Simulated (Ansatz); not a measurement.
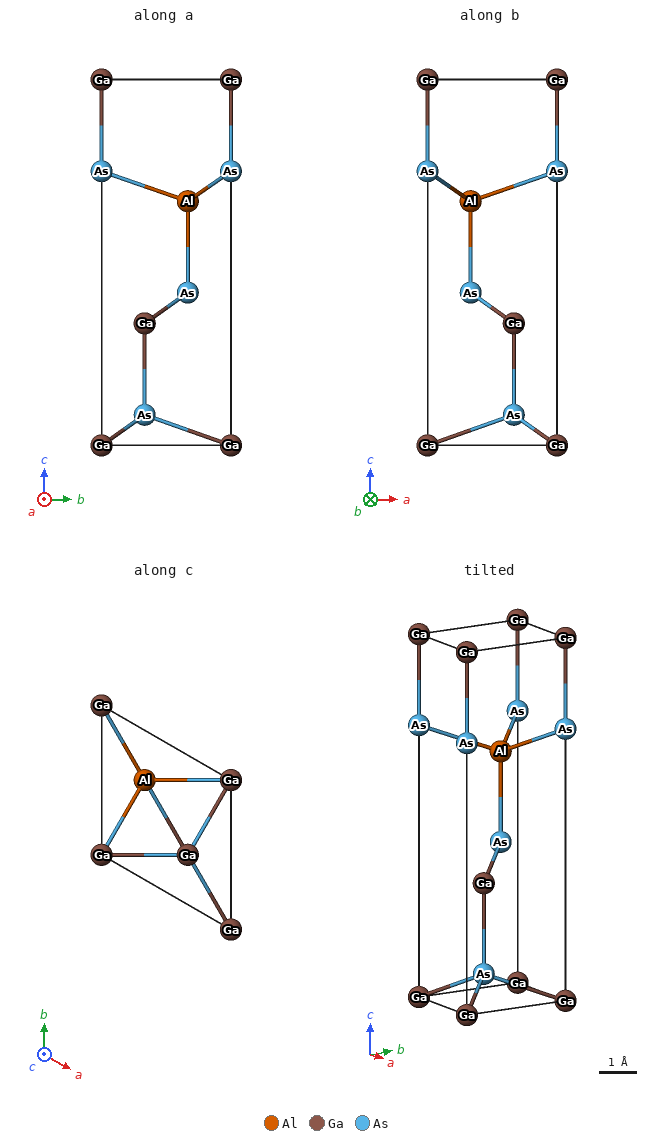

A ball-and-stick rendering, viewed along the a axis, along the b axis, along the c axis and slightly off an axis. One conventional unit cell is outlined, and atoms on its boundary appear in each equivalent place.

Lattice parameters: a = 4.0591 Å, b = 4.0591 Å, c = 9.9398 Å, α = 90.000°, β = 90.000°, γ = 120.000°.

Turn the picture into a CIF with its space group and independent sites, with free fractional coordinates to two decimals.

```cif
data_structure
_symmetry_space_group_name_H-M 'P 3 m 1'
_symmetry_Int_Tables_number 156
_cell_length_a 4.0591
_cell_length_b 4.0591
_cell_length_c 9.9398
_cell_angle_alpha 90.000
_cell_angle_beta 90.000
_cell_angle_gamma 120.000
_cell_volume 141.83
loop_
_atom_site_label
_atom_site_type_symbol
_atom_site_symmetry_multiplicity
_atom_site_Wyckoff_symbol
_atom_site_fract_x
_atom_site_fract_y
_atom_site_fract_z
_atom_site_occupancy
Al1 Al 1 b 0.3333 0.6667 0.67 1
Ga1 Ga 1 a 0.00 0.00 0.00 1
Ga2 Ga 1 c 0.6667 0.3333 0.3333 1
As1 As 1 c 0.6667 0.3333 0.0834 1
As2 As 1 b 0.3333 0.6667 0.42 1
As3 As 1 a 0.00 0.00 0.75 1
```

Provenance: a structure type filled with these elements by a generator (whether the compound takes this form wasn't checked). Atoms and cell were optimised with DFT PBE, scalar-relativistic, plane waves, PAW in Ansatz.
